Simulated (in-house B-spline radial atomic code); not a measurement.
**RPA and GW calculation, with input and output: Cl⁷⁺**

- system: Cl⁷⁺, configuration [He] 2s2 2p6.
- method: RPA, second-order and SOSEX correlation energies and G0W0 (contour deformation) on a scalar-relativistic (spin-free one-electron X2C) mean field, all electrons, B-spline basis (in-house B-spline radial atomic code)

The input:
```
Z = 17
electrons = 10.0
configuration = [He] 2s2 2p6
hamiltonian = x2c
method = hse06
lmax = 9
rms_radius = 3.3654
spin_polarised = False
box_radius = 8.41
intervals = 67
```

Launched within a batch (the task file carries these settings):
```bash
python <driver script> task.json out
```

The program writes its results to a structured record and prints no log; tables and figures of this report are taken from that record.

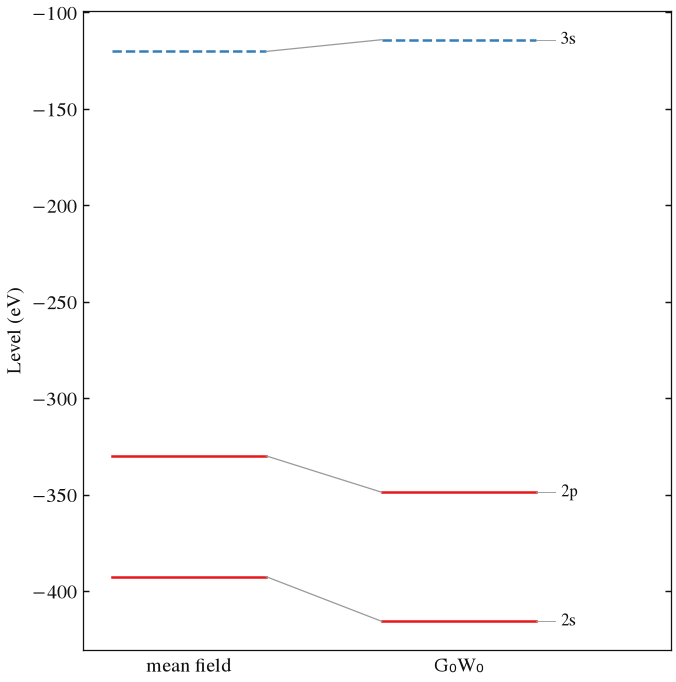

Fig. 1: Mean-field and G₀W₀ levels (solid occupied, dashed empty) for Cl⁷⁺ ([He] 2s² 2p⁶). All-electron spherical atom, scalar X2C, HSE06 start, no spin-orbit coupling, Breit or QED terms; computed with a B-spline radial code. The quasi-particle equation is solved at full frequency; levels of low quasi-particle weight Z are left out. Σ columns are in eV, and Σc holds an estimate for the angular momenta beyond the basis. G₀W₀ moves the highest occupied level, 2p, from −329.9 to −348.8 eV (renormalisation factor Z = 0.98). The empty level 3s goes from −120.3 to −114.2 eV.

```
Level  Mean field (eV)  Σx − vxc (eV)  Σc (eV)     Z  G₀W₀ (eV)
   3s           −120.3            6.8     −0.7  1.00     −114.2
   2p           −329.9          −20.8      1.9  0.98     −348.8
   2s           −392.5          −27.7      4.5  0.98     −415.7
```

Summary:

| quantity | value |
| --- | --- |
| outcome | converged |
| mean-field total energy | −446.43061 hartree |
| total energy with exact exchange alone | −446.15260 hartree |
| exact exchange energy | −24.58969 hartree |
| RPA correlation, extrapolated in the angular momentum of the empty orbitals | −0.61140 hartree |
| RPA correlation, as summed | −0.60822 hartree |
| direct second-order term | −0.65884 hartree |
| second-order exchange term | 0.23326 hartree |
| SOSEX term | 0.22140 hartree |
| hardware | 1 CPU thread, shared host |
| wall time | 1.6 s |

Notes:

To bear in mind: spin-orbit coupling, Breit and QED terms are absent.
